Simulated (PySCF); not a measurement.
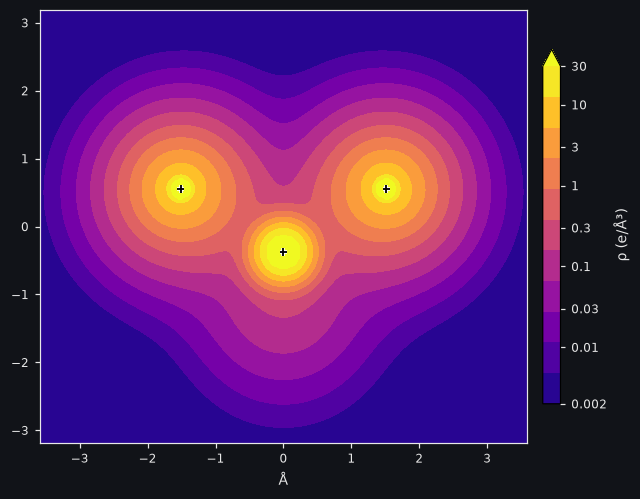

The total electron density on a plane through atoms (crosses mark nuclei in the plane).

All numbers below come from PBE0/aug-pcSseg-2, SCF density, gas phase, non-relativistic (PySCF).

Candidates:
A. AlH4O4 (SMILES [OH][Al-]([OH])([OH])[OH]) (charge −1)
B. B3H2O4 (SMILES [O-]B1OBOBO1) (charge −1)

Q: Which system is this?

A: Candidate A: AlH4O4 on the plane of atoms O1, Al2 and O4, which holds O and Al. Al–O (1.78 Å): ρ at the midpoint is about 0.8 e/Å³.
